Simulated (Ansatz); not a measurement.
System NiAu (space group R-3m, No. 166); source of the atomic positions: coordinates from a relaxation with Ansatz, DFT PBEsol, scalar-relativistic, plane waves, PAW; the starting structure was generated, so it need not be a known form of this composition.

Space group R-3m:H (No. 166). a = 2.766 Å, b = 2.766 Å, c = 12.647 Å, α = 90.00°, β = 90.00°, γ = 120.00°
```json
{"atom": "Ni", "site": "3b", "symmetry": "-3m", "x": "0.3333", "y": "0.6667", "z": "0.1667"}
{"atom": "Au", "site": "3a", "symmetry": "-3m", "x": "0.0000", "y": "0.0000", "z": "0.0000"}
```

Describe the stacking along c, with columns A (0, 0), B (1/3, 2/3), C (2/3, 1/3) of the hexagonal mesh.

Au(A) – Ni(B) – Au(C) – Ni(A) – Au(B) – Ni(C) (six layers in 12.65 Å).

As equal spheres, ABCABC: cubic close packing.

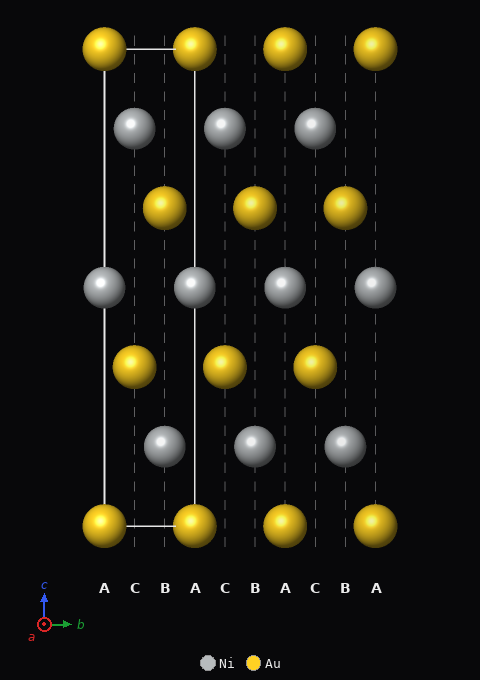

The picture looks along a close-packed row of the hexagonal mesh; c points upwards. The dashed lines mark the three columns A (0, 0), B (1/3, 2/3) and C (2/3, 1/3). The sequence starts with the first layer at or above the cell's origin.
